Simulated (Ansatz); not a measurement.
Results of PBE-D4 (Ansatz, a program for electronic structure, PAW) for white tin (β-Sn).

Numerical settings: plane-wave cutoff 520 eV, 20×20×20 k mesh, Fermi–Dirac smearing 0.05 eV, scalar-relativistic PAW data made under PBE.

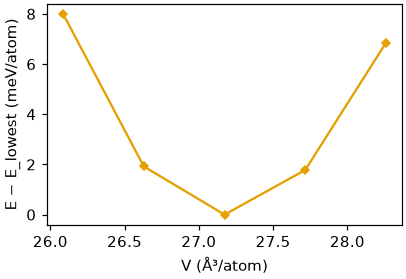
Fig. 1. Total energy against volume

Task: From the curve, estimate the equilibrium volume and the bulk modulus.

Result: V0 ≈ 27.2 Å³/atom and B0 ≈ 54 GPa; the fit gives V0 = 27.173 Å³/atom, B0 = 54.5 GPa, B′ = 4.8.

Shape and atoms are relaxed at each volume.

Measured, for comparison: bulk modulus 57.0 GPa (temperature not stated, no zero-point or thermal correction; as tabulated in Chen et al. (2023), arXiv:2209.05059). Computed (rounded) less measured: bulk modulus -4 %.

Note: the bulk modulus comes from volumes at which shape and atoms were relaxed.

Spin–orbit coupling is not included.

Computed values are for the static lattice.
